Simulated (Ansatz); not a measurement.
**How W(100) screens a field**

Where does the screening charge of W(100) sit?

Program: Ansatz 0.2.0. Level of theory: plane-wave DFT, LDA, Ansatz PAW. Results are calculated unless marked as measured.

## Step 1: Starting point

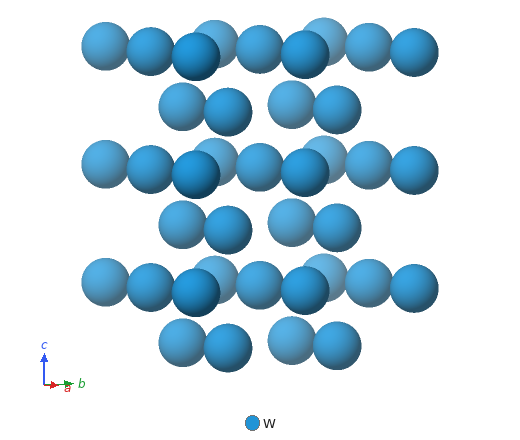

Start, viewed from the side, with the c axis up; tungsten blue. 2×2×1 cells are drawn. Some periodic images of atoms are drawn too.

The cell holds 6 atoms: 6 W. Cell: a = 3.160 Å, b = 3.160 Å, c = 25.900 Å, α = 90.0°, β = 90.0°, γ = 90.0°. Vacuum lies along c.

## Step 2: Single point, field 0

A sawtooth potential applies the field, turning back in the middle of the vacuum. With the dipole correction the typed value is the field outside the slab. The induced dipole is small, so the SCF threshold is tight.

input.yaml reads:

```yaml
crystal:
  lattice:
    - [3.16, 0.0, 0.0]
    - [0.0, 3.16, 0.0]
    - [0.0, 0.0, 25.9]
  atoms:
    - { symbol: W, position: [0.5, 0.5, 0.3474903475] }
    - { symbol: W, position: [0.0, 0.0, 0.4084942085] }
    - { symbol: W, position: [0.5, 0.5, 0.4694980695] }
    - { symbol: W, position: [0.0, 0.0, 0.5305019305] }
    - { symbol: W, position: [0.5, 0.5, 0.5915057915] }
    - { symbol: W, position: [0.0, 0.0, 0.6525096525] }
kpoints:
  mp_grid: { grid: [16, 16, 1] }
hamiltonian:
  xc: lda
scf:
  occupations: { method: fermi_dirac, width: 0.1 }
  convergence: { dr2_threshold: 1.0e-10 }
efield:
  axis: 3
  dipole_correction: true
  ramp_position: 0.97
  ramp_width: 0.06
  amplitude: 0
output:
  forces: true
  write_potential: true
  write_density: true
  volumetric_format: npy
```

The run is started by

```sh
> ansatz run input.yaml --threads 2 --pin off --max-ram 3072MiB --backend cpu --events-out ev --progress --plain --runs-dir out
```

Numbers of over 12 decimals in the logs are rounded to 6 here.

Log:

```text
Engine: ansatz 0.2.0, aarch64-unknown-linux-gnu
Pseudopotentials: kind: paw
Pseudopotential: W, paw, valence charge 14, recommended cutoff 420 eV (normal), W.paw.azcp
Functional definition: SPW92
  exchange = slater_x
  correlation = pw_c
Crystal: 6 atoms, lattice volume = 258.627 Å³
Basis set: ecut = 420 eV, 5103 PW (Γ)
Bands: 51, of which v1, the nominal top of the filled ones, is band 42 counted from 1 (41 counted from 0)
Symmetry: 8 space group operations
k-points: 45 of 256
Non-local potential: W, projectors of the file, l = 0: 3, l = 1: 2, l = 2: 2, l = 3: 1
PAW form: soft (Blöchl's): semilocal exchange-correlation on the pseudo side does not see the compensation charge
PAW frozen core: W, regenerated for the run's functional, and the local potential with it (the file was generated under x = pbe(κ = 0.804, μ = 0.219515), c = pbe(β = 0.066725))
PAW one-centre angular grid: W, 590 points (default); XC on 64 Gauss nodes
Initial density: superposition of atomic densities (neutral atoms: chi_scale 0, normalization atom), corrected by the library's trained network
Initial wavefunctions: pseudopotential atomic-orbital guess
Functional: x = slater, c = lda
SCF iter   1: F=—  HF=-60773.176549 eV  |F-HF|=—  |Δ(HF+E_count)|=         —  Δρ=6.54e-3  dr2=5.52e-1  ethr=1.77e-3  p=-0.000 e·Å  D=-2.03e-14 V/Å  ΔV_dip=0.00 eV  dr2_dipole=2.20e-6  V_vac-E_F(+/−)=4.71/4.71 eV  ⟨swp⟩=8.7  Hψ=10908  notcnv=0
efield: sawtooth ramp at fractional position 0.9700 (set: `efield.ramp_position`, or a place that a band, a saddle search or an elastic batch's reference lends), width 0.0600; the density the first Hamiltonian is built on has a dipole p = -0.000 e·Å; the dipole correction subtracts the counter field D = -2.03e-14 V/Å, which shifts the + side's vacuum level by +0.00 eV against the − side's; the planar-averaged density in the ramp window peaks in size at 1.1e-5 e/Å³
preconditioner: auto → LDOS  [metal: Δε(μ)=0.008 eV  Ē_g=4.409 eV  σ=0.100 eV  W_gap=0.02  n_scr=54 (ndim 8)  ℏωp=13.9 eV  f_vac=0.548  D(μ)=5.44/eV (n_scr^D=16)  β→1.0]
SCF iter   2: F=—  HF=-60773.128883 eV  |F-HF|=—  |Δ(HF+E_count)|=   4.77e-2  Δρ=3.19e-3  dr2=9.13e-2  ethr=6.57e-4  p=0.000 e·Å  D=1.11e-5 V/Å  ΔV_dip=-0.00 eV  dr2_dipole=2.40e-6  V_vac-E_F(+/−)=4.49/4.49 eV  ⟨swp⟩=2.6  Hψ=3584  notcnv=0
SCF iter   3: F=—  HF=-60773.125142 eV  |F-HF|=—  |Δ(HF+E_count)|=   3.74e-3  Δρ=1.54e-3  dr2=2.36e-2  ethr=1.09e-4  p=0.000 e·Å  D=3.34e-6 V/Å  ΔV_dip=-0.00 eV  dr2_dipole=1.67e-7  V_vac-E_F(+/−)=4.52/4.52 eV  ⟨swp⟩=2.0  Hψ=3255  notcnv=0
SCF iter   4: F=—  HF=-60773.123061 eV  |F-HF|=—  |Δ(HF+E_count)|=   2.08e-3  Δρ=3.65e-4  dr2=7.36e-4  ethr=2.81e-5  p=-0.000 e·Å  D=-1.72e-7 V/Å  ΔV_dip=0.00 eV  dr2_dipole=6.67e-10  V_vac-E_F(+/−)=4.51/4.51 eV  ⟨swp⟩=2.1  Hψ=3032  notcnv=0
SCF iter   5: F=—  HF=-60773.123005 eV  |F-HF|=—  |Δ(HF+E_count)|=   5.67e-5  Δρ=1.64e-4  dr2=1.10e-4  ethr=8.76e-7  p=-0.000 e·Å  D=-3.22e-7 V/Å  ΔV_dip=0.00 eV  dr2_dipole=1.29e-9  V_vac-E_F(+/−)=4.50/4.50 eV  ⟨swp⟩=3.5  Hψ=4342  notcnv=0
SCF iter   6: F=—  HF=-60773.123018 eV  |F-HF|=—  |Δ(HF+E_count)|=   1.34e-5  Δρ=3.98e-5  dr2=7.51e-6  ethr=1.31e-7  p=-0.000 e·Å  D=-2.36e-7 V/Å  ΔV_dip=0.00 eV  dr2_dipole=1.10e-9  V_vac-E_F(+/−)=4.50/4.50 eV  ⟨swp⟩=2.0  Hψ=3090  notcnv=0
SCF iter   7: F=—  HF=-60773.123122 eV  |F-HF|=—  |Δ(HF+E_count)|=   1.04e-4  Δρ=1.09e-5  dr2=4.08e-7  ethr=8.94e-9  p=-0.000 e·Å  D=-4.16e-8 V/Å  ΔV_dip=0.00 eV  dr2_dipole=4.68e-11  V_vac-E_F(+/−)=4.50/4.50 eV  ⟨swp⟩=2.1  Hψ=3180  notcnv=0
SCF iter   8: F=—  HF=-60773.123122 eV  |F-HF|=—  |Δ(HF+E_count)|=   4.25e-7  Δρ=3.00e-6  dr2=3.15e-8  ethr=4.86e-10  p=0.000 e·Å  D=1.05e-8 V/Å  ΔV_dip=-0.00 eV  dr2_dipole=6.37e-13  V_vac-E_F(+/−)=4.50/4.50 eV  ⟨swp⟩=3.1  Hψ=4620  notcnv=0
SCF iter   9: F=—  HF=-60773.123122 eV  |F-HF|=—  |Δ(HF+E_count)|=   4.25e-8  Δρ=8.37e-7  dr2=4.17e-9  ethr=3.75e-11  p=0.000 e·Å  D=9.46e-9 V/Å  ΔV_dip=-0.00 eV  dr2_dipole=2.06e-12  V_vac-E_F(+/−)=4.50/4.50 eV  ⟨swp⟩=2.9  Hψ=4602  notcnv=0
SCF iter  10: F=—  HF=-60773.123122 eV  |F-HF|=—  |Δ(HF+E_count)|=   2.16e-9  Δρ=2.57e-7  dr2=3.34e-10  ethr=4.96e-12  p=0.000 e·Å  D=1.77e-9 V/Å  ΔV_dip=-0.00 eV  dr2_dipole=1.22e-13  V_vac-E_F(+/−)=4.50/4.50 eV  ⟨swp⟩=3.0  Hψ=4603  notcnv=0
SCF iter  11: F=-60773.123122 eV  HF=-60773.123122 eV  |F-HF|=2.18e-11  |Δ(HF+E_count)|=  8.00e-10  Δρ=1.16e-7  dr2=6.32e-11  ethr=1.00e-12  p=0.000 e·Å  D=5.11e-10 V/Å  ΔV_dip=-0.00 eV  dr2_dipole=3.69e-13  V_vac-E_F(+/−)=4.50/4.50 eV  ⟨swp⟩=11.5  Hψ=14956  notcnv=0
SCF 1 converged in 11 iterations: F = -60773.123122 eV  dr2 = 6.32e-11
  greatest PAW one-centre occupation: 1.000 electrons in one spin orbital (limit 2), on the W atom at site 1 (counted from 0), in its partial waves of l = 0
WARN: The output density's exchange-correlation potential varies sharply where the density is thin. Do not read a vacuum level from v_tot or v_xc, or from such a field of the output density. On a cell that repeats whose density bears no net charge and no dipole along the vacuum's axis use v_es (v_loc + v_h of the components); under efield.dipole_correction with no amplitude use v_es + v_field, which holds any externa [...]
SCF converged after 11 iterations
Free energy (F): -60773.123122 eV
Harris-Foulkes:  -60773.123122 eV  (|F-HF|=2.18e-11)
Internal energy: -60772.932283 eV  (E = F + TS)
E sigma→0 (E₀):  -60773.027703 eV
Entropy (-TS):   -0.190839 eV (-31.806 meV/atom)
Fermi energy:    5.389350 eV
Dipole field:    D = -0.000001 V/Å  (p = -0.000001 e·Å, saw-weighted, corrected)
Work function:   Φ+ = 4.4972 eV   Φ− = 4.4972 eV
Levels:          The Fermi level and band energies are counted from a zero that moves with the ramp; work functions are not
--- Per-component energies (eV) ---
  E_band       = -1907.464686
  E_kinetic    = 2688.877680
  E_local      = -115117.447136  (includes V_loc(G=0)·N_el)
  E_nonlocal   = 43.210360
  E_hartree    = 56340.412344
  E_xc         = -1581.068084
  E_vxc        = -1421.935626  (∫ρ·V_xc dr)
  E_paw        = -49857.938031  (= ΣΔE_a)
  E_vpaw       = -780.995086  (= ΣTr[D̂ρ^β])
  E_aug_tail   = -0.000370  (compensation charges beyond the density's cutoff)
  E_efield     = 0.000000  (sawtooth field / dipole correction)
  E_vefield    = 0.000000  (∫n·V_field dr)
  E_ewald      = 46709.322034
  E_core_change = 1.698918  (= ΣΔE_core)
  E_smearing   = -0.190839  (= −TS)
  E_closure    = -0.000000  (closes the sum)
  Σ components = -60773.123122   (vs F -60773.123122, Δ=0.00e0)
--- Forces (eV/Å), atoms counted from 1 ---
  atom   1  W      0.00000000     0.00000000     2.25939603
  atom   2  W     -0.00000000     0.00000000    -1.65122146
  atom   3  W      0.00000000     0.00000000    -0.00477362
  atom   4  W     -0.00000000     0.00000000     0.00477386
  atom   5  W      0.00000000     0.00000000     1.65122001
  atom   6  W     -0.00000000     0.00000000    -2.25939327
  max |Σ_I F_I| component: 1.55e-6 eV/Å
--- Band table (eV; the first three rows and the last of 45) ---
  k-point 0: bands = [... 38 lower, 4.5466, 5.0742, 5.0742, 5.0786, 5.1231, 5.3649, 5.6398, 6.0816, ... 5 higher]
  k-point 1: bands = [... 38 lower, 4.7341, 4.8170, 4.8839, 5.0352, 5.3038, 5.6602, 5.7834, 5.8088, ... 5 higher]
  k-point 2: bands = [... 38 lower, 4.6314, 4.7122, 4.7753, 5.1733, 5.5632, 5.5953, 5.8618, 6.1520, ... 5 higher]
  k-point 44: bands = [... 38 lower, 4.9933, 4.9933, 7.2726, 7.2726, 7.4107, 7.4107, 7.8030, 7.8030, ... 5 higher]
```

It took 46 s on 2 threads of Arm Neoverse V1, shared host; peak memory 0.67 GiB.

Numbers from this step:

- energy at zero smearing: -60773.0277 eV
- work function, upper face: 4.497 eV
- dipole along the normal: -1.03e-6 e·Å

Running mean over 1.58 Å of the planar mean; the ramp of the sawtooth is left out. Table of electron's electrostatic potential energy less the Fermi level by z:

```tsv
z (Å)	electron's electrostatic potential energy less the Fermi level (eV)
4	4.50
5	4.49
6	4.41
7	3.67
8	-2.30
9	-11.0
10	-12.1
11	-12.4
12	-12.4
13	-12.3
14	-12.4
15	-12.4
16	-12.0
17	-10.6
18	-1.24
19	3.84
20	4.43
21	4.49
22	4.50
```

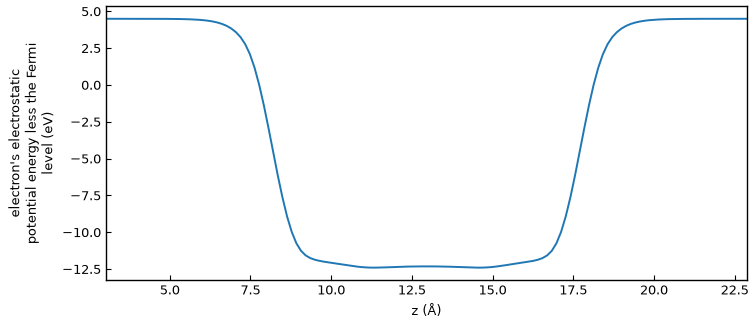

Electron's electrostatic potential energy less the Fermi level against z.

Force by atom:

```tsv
atom	x (eV/Å)	y (eV/Å)	z (eV/Å)	size
W1	0.00	0.00	2.26	2.26
W2	0.00	0.00	-1.65	1.65
W3	0.00	0.00	0.00	0.00
W4	0.00	0.00	0.00	0.00
W5	0.00	0.00	1.65	1.65
W6	0.00	0.00	-2.26	2.26
```

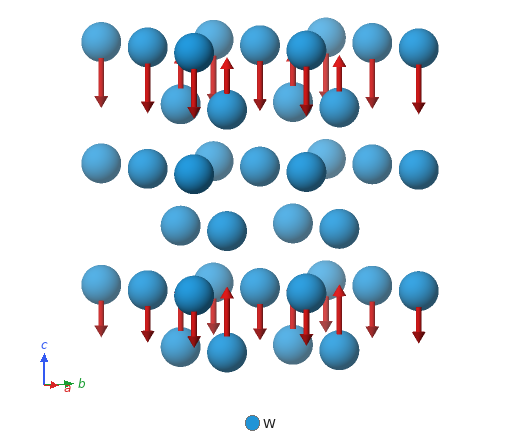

Force as arrows, the longest 2.26 eV/Å. 2×2×1 cells are drawn. Some periodic images of atoms are drawn too.

The work function of the upper face is 4.50 eV.

## Step 3: Atoms held, field 0.05 V/Å

Changes to input.yaml since step 2:

```diff
@@ -24,3 +24,3 @@
   ramp_width: 0.06
-  amplitude: 0
+  amplitude: 0.05
 output:
```

Log:

```text
[...]
Crystal: 6 atoms, lattice volume = 258.627 Å³
Basis set: ecut = 420 eV, 5103 PW (Γ)
Bands: 51, of which v1, the nominal top of the filled ones, is band 42 counted from 1 (41 counted from 0)
Symmetry: 8 space group operations
k-points: 45 of 256
[...]
k-point 0: bands = [... 38 lower, 4.5464, 5.0740, 5.0740, 5.0759, 5.1254, 5.3647, 5.6396, 6.0814, ... 5 higher]
  k-point 1: bands = [... 38 lower, 4.7339, 4.8168, 4.8835, 5.0350, 5.3038, 5.6600, 5.7832, 5.8086, ... 5 higher]
  k-point 2: bands = [... 38 lower, 4.6312, 4.7117, 4.7753, 5.1731, 5.5630, 5.5951, 5.8616, 6.1518, ... 5 higher]
  k-point 44: bands = [... 38 lower, 4.9931, 4.9931, 7.2712, 7.2737, 7.4105, 7.4105, 7.8028, 7.8028, ... 5 higher]
[key lines of the parts left out:]
SCF converged after 13 iterations
Free energy (F): -60773.123948 eV
Fermi energy:    5.389153 eV
Dipole field:    D = 0.023123 V/Å  (p = 0.033049 e·Å, saw-weighted, corrected)
```

Elapsed: 56 s, on 2 threads; peak memory 0.66 GiB; 1.9 min of CPU time.

The dipole is 0.0330 e·Å.

## Step 4: Atoms held, field -0.05 V/Å

Changes to input.yaml since step 3:

```diff
@@ -24,3 +24,3 @@
   ramp_width: 0.06
-  amplitude: 0.05
+  amplitude: -0.05
 output:
```

Log:

```text
[...]
Crystal: 6 atoms, lattice volume = 258.627 Å³
Basis set: ecut = 420 eV, 5103 PW (Γ)
Bands: 51, of which v1, the nominal top of the filled ones, is band 42 counted from 1 (41 counted from 0)
Symmetry: 8 space group operations
k-points: 45 of 256
[...]
k-point 0: bands = [... 38 lower, 4.5464, 5.0740, 5.0740, 5.0759, 5.1254, 5.3647, 5.6396, 6.0814, ... 5 higher]
  k-point 1: bands = [... 38 lower, 4.7339, 4.8168, 4.8835, 5.0350, 5.3038, 5.6600, 5.7832, 5.8086, ... 5 higher]
  k-point 2: bands = [... 38 lower, 4.6312, 4.7117, 4.7753, 5.1731, 5.5630, 5.5951, 5.8616, 6.1518, ... 5 higher]
  k-point 44: bands = [... 38 lower, 4.9931, 4.9931, 7.2712, 7.2737, 7.4105, 7.4105, 7.8028, 7.8028, ... 5 higher]
[key lines of the parts left out:]
SCF converged after 13 iterations
Free energy (F): -60773.123948 eV
Fermi energy:    5.389153 eV
Dipole field:    D = -0.023123 V/Å  (p = -0.033049 e·Å, saw-weighted, corrected)
```

The job ended after 54 s (2 threads; peak memory 0.66 GiB; 1.8 min of CPU time).

The dipole is -0.0330 e·Å.

## Step 5: Single point, field 0.1 V/Å

Changes to input.yaml since step 4:

```diff
@@ -24,3 +24,3 @@
   ramp_width: 0.06
-  amplitude: -0.05
+  amplitude: 0.1
 output:
```

Log:

```text
[...]
Crystal: 6 atoms, lattice volume = 258.627 Å³
Basis set: ecut = 420 eV, 5103 PW (Γ)
Bands: 51, of which v1, the nominal top of the filled ones, is band 42 counted from 1 (41 counted from 0)
Symmetry: 8 space group operations
k-points: 45 of 256
[...]
k-point 0: bands = [... 38 lower, 4.5458, 5.0689, 5.0734, 5.0734, 5.1311, 5.3641, 5.6390, 6.0808, ... 5 higher]
  k-point 1: bands = [... 38 lower, 4.7333, 4.8162, 4.8821, 5.0345, 5.3037, 5.6594, 5.7826, 5.8080, ... 5 higher]
  k-point 2: bands = [... 38 lower, 4.6306, 4.7105, 4.7751, 5.1724, 5.5625, 5.5945, 5.8610, 6.1512, ... 5 higher]
  k-point 44: bands = [... 38 lower, 4.9925, 4.9925, 7.2693, 7.2744, 7.4099, 7.4099, 7.8023, 7.8023, ... 5 higher]
[key lines of the parts left out:]
SCF converged after 13 iterations
Free energy (F): -60773.126427 eV
Fermi energy:    5.388565 eV
Dipole field:    D = 0.046249 V/Å  (p = 0.066102 e·Å, saw-weighted, corrected)
```

It took 57 s on 2 threads; peak memory 0.66 GiB.

The dipole is 0.0661 e·Å.

## Step 6: Atoms held, field -0.1 V/Å

Changes to input.yaml since step 5:

```diff
@@ -24,3 +24,3 @@
   ramp_width: 0.06
-  amplitude: 0.1
+  amplitude: -0.1
 output:
```

Log:

```text
[...]
Crystal: 6 atoms, lattice volume = 258.627 Å³
Basis set: ecut = 420 eV, 5103 PW (Γ)
Bands: 51, of which v1, the nominal top of the filled ones, is band 42 counted from 1 (41 counted from 0)
Symmetry: 8 space group operations
k-points: 45 of 256
[...]
k-point 0: bands = [... 38 lower, 4.5458, 5.0689, 5.0734, 5.0734, 5.1311, 5.3641, 5.6390, 6.0808, ... 5 higher]
  k-point 1: bands = [... 38 lower, 4.7333, 4.8162, 4.8821, 5.0345, 5.3037, 5.6594, 5.7826, 5.8080, ... 5 higher]
  k-point 2: bands = [... 38 lower, 4.6306, 4.7105, 4.7751, 5.1724, 5.5625, 5.5945, 5.8610, 6.1512, ... 5 higher]
  k-point 44: bands = [... 38 lower, 4.9925, 4.9925, 7.2693, 7.2744, 7.4099, 7.4099, 7.8023, 7.8023, ... 5 higher]
[key lines of the parts left out:]
SCF converged after 13 iterations
Free energy (F): -60773.126427 eV
Fermi energy:    5.388565 eV
Dipole field:    D = -0.046249 V/Å  (p = -0.066102 e·Å, saw-weighted, corrected)
```

Wall time 57 s (2 threads); peak memory 0.66 GiB; 1.9 min of CPU time.

The dipole is -0.0661 e·Å.

## Step 7: Single point, field 0.2 V/Å

Changes to input.yaml since step 6:

```diff
@@ -24,3 +24,3 @@
   ramp_width: 0.06
-  amplitude: -0.1
+  amplitude: 0.2
 output:
```

Log:

```text
[...]
Crystal: 6 atoms, lattice volume = 258.627 Å³
Basis set: ecut = 420 eV, 5103 PW (Γ)
Bands: 51, of which v1, the nominal top of the filled ones, is band 42 counted from 1 (41 counted from 0)
Symmetry: 8 space group operations
k-points: 45 of 256
[...]
k-point 0: bands = [... 38 lower, 4.5434, 5.0484, 5.0709, 5.0709, 5.1463, 5.3617, 5.6366, 6.0783, ... 5 higher]
  k-point 1: bands = [... 38 lower, 4.7309, 4.8138, 4.8766, 5.0324, 5.3036, 5.6570, 5.7802, 5.8056, ... 5 higher]
  k-point 2: bands = [... 38 lower, 4.6282, 4.7056, 4.7744, 5.1697, 5.5605, 5.5920, 5.8586, 6.1487, ... 5 higher]
  k-point 44: bands = [... 38 lower, 4.9901, 4.9901, 7.2644, 7.2745, 7.4076, 7.4076, 7.8000, 7.8000, ... 5 higher]
[key lines of the parts left out:]
SCF converged after 13 iterations
Free energy (F): -60773.136344 eV
Fermi energy:    5.386196 eV
Dipole field:    D = 0.092523 V/Å  (p = 0.132240 e·Å, saw-weighted, corrected)
```

Run time: 54 s. Hardware: 2 threads; peak memory 0.66 GiB.

The dipole is 0.132 e·Å.

## Step 8: Single point, field -0.2 V/Å

Changes to input.yaml since step 7:

```diff
@@ -24,3 +24,3 @@
   ramp_width: 0.06
-  amplitude: 0.2
+  amplitude: -0.2
 output:
```

Log:

```text
[...]
Crystal: 6 atoms, lattice volume = 258.627 Å³
Basis set: ecut = 420 eV, 5103 PW (Γ)
Bands: 51, of which v1, the nominal top of the filled ones, is band 42 counted from 1 (41 counted from 0)
Symmetry: 8 space group operations
k-points: 45 of 256
[...]
k-point 0: bands = [... 38 lower, 4.5434, 5.0484, 5.0709, 5.0709, 5.1463, 5.3617, 5.6366, 6.0783, ... 5 higher]
  k-point 1: bands = [... 38 lower, 4.7309, 4.8138, 4.8766, 5.0324, 5.3036, 5.6570, 5.7802, 5.8056, ... 5 higher]
  k-point 2: bands = [... 38 lower, 4.6282, 4.7056, 4.7744, 5.1697, 5.5605, 5.5920, 5.8586, 6.1487, ... 5 higher]
  k-point 44: bands = [... 38 lower, 4.9901, 4.9901, 7.2644, 7.2745, 7.4076, 7.4076, 7.8000, 7.8000, ... 5 higher]
[key lines of the parts left out:]
SCF converged after 13 iterations
Free energy (F): -60773.136344 eV
Fermi energy:    5.386196 eV
Dipole field:    D = -0.092523 V/Å  (p = -0.132239 e·Å, saw-weighted, corrected)
```

Wall time 51 s (2 threads); peak memory 0.66 GiB; 1.7 min of CPU time.

The dipole is -0.132 e·Å.

## Step 9: Atoms held, field 0.4 V/Å

Changes to input.yaml since step 8:

```diff
@@ -24,3 +24,3 @@
   ramp_width: 0.06
-  amplitude: -0.2
+  amplitude: 0.4
 output:
@@ -30 +30,2 @@
   volumetric_format: npy
+  elf: true
```

Log:

```text
[...]
Crystal: 6 atoms, lattice volume = 258.627 Å³
Basis set: ecut = 420 eV, 5103 PW (Γ)
Bands: 51, of which v1, the nominal top of the filled ones, is band 42 counted from 1 (41 counted from 0)
Symmetry: 8 space group operations
k-points: 45 of 256
[...]
k-point 0: bands = [... 38 lower, 4.5336, 4.9967, 5.0610, 5.0610, 5.1766, 5.3519, 5.6267, 6.0684, ... 5 higher]
  k-point 1: bands = [... 38 lower, 4.7211, 4.8039, 4.8547, 5.0237, 5.3025, 5.6471, 5.7702, 5.7957, ... 5 higher]
  k-point 2: bands = [... 38 lower, 4.6184, 4.6867, 4.7704, 5.1587, 5.5521, 5.5821, 5.8487, 6.1385, ... 5 higher]
  k-point 44: bands = [... 38 lower, 4.9803, 4.9803, 7.2498, 7.2699, 7.3980, 7.3980, 7.7906, 7.7906, ... 5 higher]
[key lines of the parts left out:]
SCF converged after 14 iterations
Free energy (F): -60773.176038 eV
Fermi energy:    5.376471 eV
Dipole field:    D = 0.185262 V/Å  (p = 0.264789 e·Å, saw-weighted, corrected)
```

Wall time 60 s (2 threads); peak memory 0.66 GiB; 2 min of CPU time.

Running mean over 1.58 Å of the planar mean, with the applied field; the ramp of the sawtooth is left out. Table of electron's electrostatic potential energy less the Fermi level by z:

```tsv
z (Å)	electron's electrostatic potential energy less the Fermi level (eV)
4	3.34
5	3.73
6	4.02
7	3.57
8	-2.29
9	-11.0
10	-12.1
11	-12.4
12	-12.4
13	-12.3
14	-12.4
15	-12.4
16	-12.0
17	-10.6
18	-1.24
19	3.99
20	4.89
21	5.34
22	5.74
```

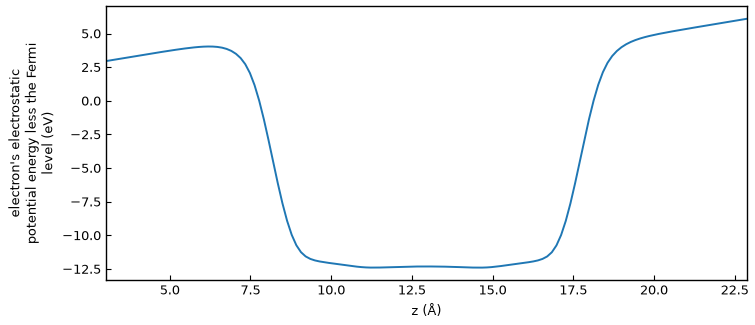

Electron's electrostatic potential energy less the Fermi level against z.

The dipole is 0.265 e·Å.

(Continued in part 2 of 2.)

[Logs are printed without paths, hosts, clocks, repeated set-up lines and the standing remarks that a program may print on its own settings, such as how far it seeks lower states.]

[Hosts, paths, dates, database ids (printed as entryN), source tags and the programs' standing remarks are cut or masked in the printed files.]

[Maps of the electrostatic potential energy from Ansatz leave out the sawtooth potential of an applied field or a dipole correction, so their vacuum need not be flat; planar profiles and work functions include it.]
